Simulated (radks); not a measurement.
The Cs⁺ ion in the configuration [Xe]. The calculation used the in-house radial solver radks at this level: scalar-relativistic Kohn-Sham, LDA (Slater exchange, Perdew-Wang correlation), spin-polarised, spherical densities, finite nucleus.

Wanted: the number of electrons inside radius r (solid) and the radial density 4πr²ρ (dashed).

The count levels off at 54 electrons. Half of them lie within 0.407 bohr, 90 % within 1.67 bohr and 99 % within 3.16 bohr. The radial density has minima at 0.0353, 0.151 and 0.478 bohr, where the count stands at 2.0, 11.1 and 29.0; these part the shells that the density resolves.

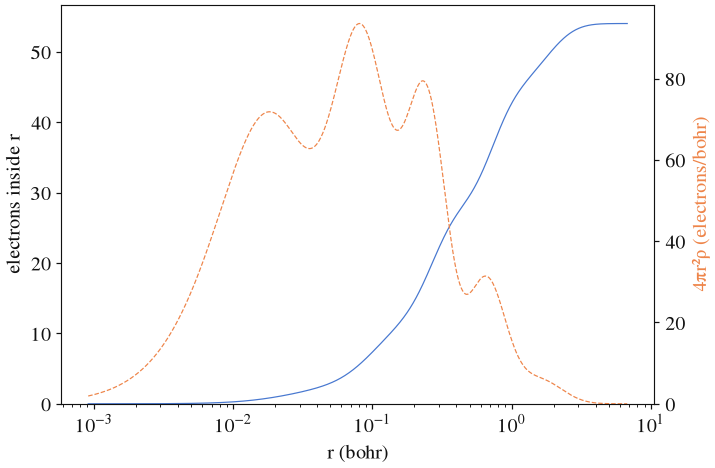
